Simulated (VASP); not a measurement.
Band structure of Ge (relaxed from the bcc structure, space group Im-3m). Calculation: r2SCAN meta-GGA, VASP's PBE PAW potentials (set 64) (plane waves; VASP).

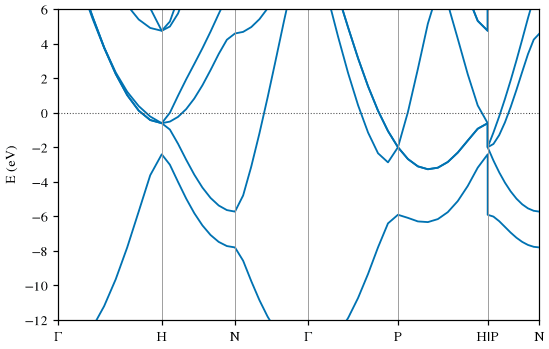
*Bands along high-symmetry lines, zero at the valence-band maximum or, without a gap, the Fermi level*

Problem. Read the plot: is there a gap, and where are the band edges?

Solution. It has no gap at this level: it comes out as a metal or semimetal.

The structure was generated: Ge was put into the bcc type (Im-3m), which need not be its known phase. It was relaxed first, which changed the volume by -5 %.
